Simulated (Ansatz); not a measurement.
Fields on a plane of W3N4 (space group Pm-3m)

```yaml
crystal:
  lattice:
    - [4.21545, 0.00000, 0.00000]
    - [0.00000, 4.21545, 0.00000]
    - [0.00000, 0.00000, 4.21545]
  atoms:
    - { symbol: N, position: [0.50000, 0.50000, 0.50000] }
    - { symbol: N, position: [0.50000, 0.00000, 0.00000] }
    - { symbol: N, position: [0.00000, 0.50000, 0.00000] }
    - { symbol: N, position: [0.00000, 0.00000, 0.50000] }
    - { symbol: W, position: [0.50000, 0.50000, 0.00000] }
    - { symbol: W, position: [0.00000, 0.50000, 0.50000] }
    - { symbol: W, position: [0.50000, 0.00000, 0.50000] }
```

The slice is a {110} plane (indices of the conventional cell) through the point (0.500, 0.000, 0.500) (fractional), spanned by u = [100] and v = [011] in vectors of this cell: u (4.22 Å) and v (5.96 Å, at 90° to u). It covers one period; positions are fractions (u, v).

Atoms on it: N at (0.50, 0.50); N at (0.50, 0.00); W at (0.00, 0.50); W at (0.00, 0.00).

These are PBE (plane waves to 420 eV, PAW, scalar-relativistic; Ansatz, a quantum-chemistry and plane-wave program) values and carry that method's errors. k mesh 11×11×11. Near the nuclei the fields are pseudised (PAW); where an atom keeps semicore shells as valence, they peak there. Spin-orbit coupling is left out, though W is heavy. W3N4 is run without spin polarisation. W3N4 was relaxed with its symmetry unable to fall.

```
|xxxxxxxx0011xxxxxxxxxxxx1100xxxxxx|
|xxxxxxxx0044xxxxxxxxxxxx4400xxxxxx|
|xxxxxx00227777xxxxxxxx77772200xxxx|
|0000002266889999888899998866220000|
|1122446688999999999999999988664422|
|4455667799999999999999999999776655|
|1122446688999999999999999988664422|
|0000002266889999888899998866220000|
|xxxxxx00227777xxxxxxxx77772200xxxx|
|xxxxxxxx0044xxxxxxxxxxxx4400xxxxxx|
|xxxxxxxx0011xxxxxxxxxxxx1100xxxxxx|
|xxxxxxxx00xxxxxxxxxxxxxxxx00xxxxxx|
|xxxxxxxx0011xxxxxxxxxxxx1100xxxxxx|
|xxxxxxxx0044xxxxxxxxxxxx4400xxxxxx|
|xxxxxx00227777xxxxxxxx77772200xxxx|
|0000002266889999888899998866220000|
|1122446688999999999999999988664422|
|4455667799999999999999999999776655|
|1122446688999999999999999988664422|
|0000002266889999888899998866220000|
|xxxxxx00227777xxxxxxxx77772200xxxx|
|xxxxxxxx0044xxxxxxxxxxxx4400xxxxxx|
|xxxxxxxx0011xxxxxxxxxxxx1100xxxxxx|
|xxxxxxxx00xxxxxxxxxxxxxxxx00xxxxxx|
```
Scale: ten equal steps from 4.00 (start of '0') to 12.41 (end of '9'), in the order '0123456789'. Values: electrostatic potential energy of an electron, from the cell's mean, in eV. The map has 17 points along u (two characters each, u = 0 at the left) and 24 along v (v = 0 in the bottom row). Points within 0.9 Å of a nucleus are blanked (x), as the pseudised field means little there. Values under 4 eV are set to 4. The zero, the cell's mean, hangs on the PAW cores.

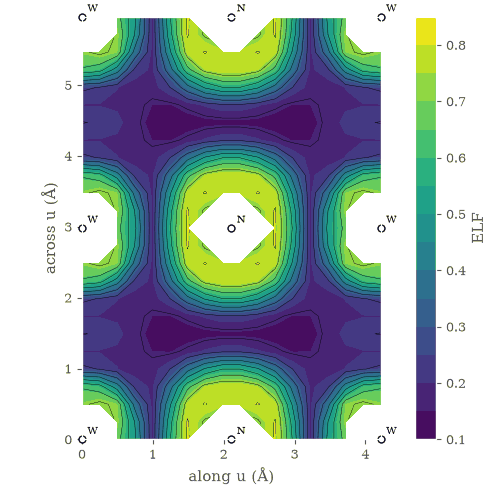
*Electron localisation function (ELF), one period of the plane, atoms marked. Points within 0.4 Å of a nucleus are left white, as the pseudised field means little there.*

| Property | Result |
|---|---|
| Density on the N–W line (2.11 Å) at its density minimum, 1.0 Å from N | 0.70 e/Å³ |
| ELF at that point | 0.3 |
